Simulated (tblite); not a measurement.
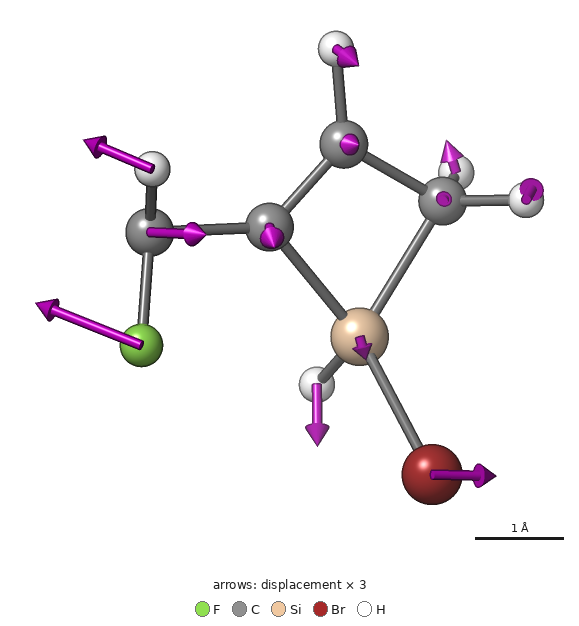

This is a relaxation of C4H5BrFSi (multiplicity 2). The starting structure is drawn; purple arrows show the displacements, 3 times their true length. The two geometries are superimposed by the best rigid fit.

Style: ball-and-stick. Shown at a tilt.

Level of theory: tblite, GFN2-xTB geometry optimisation, gas phase. 

Which element moves most?

Fluorine: up to 0.47 Å, against 0.32 Å for hydrogen.

What did the optimiser do to the structure, and how much energy did it gain?

Over 68 geometry steps the energy falls by 144.7 kJ/mol. The F atom moves most after the best rigid fit: 0.47 Å. Largest moves by element: F 0.47 Å, H 0.32 Å, C 0.31 Å, Br 0.29 Å, Si 0.10 Å. Among the contacts that change: C–C 1.509 → 1.360 Å, C–C 1.297 → 1.390 Å, C–Si 1.804 → 1.897 Å, C–Si 1.831 → 1.923 Å. Among the angles between lasting bonds that change: C–C–H 105.0° → 126.8°, F–C–C 104.4° → 120.3°, C–Si–H 116.1° → 121.8°. The run took 0.46 s on 1 thread of Arm Neoverse V1, on a shared host.
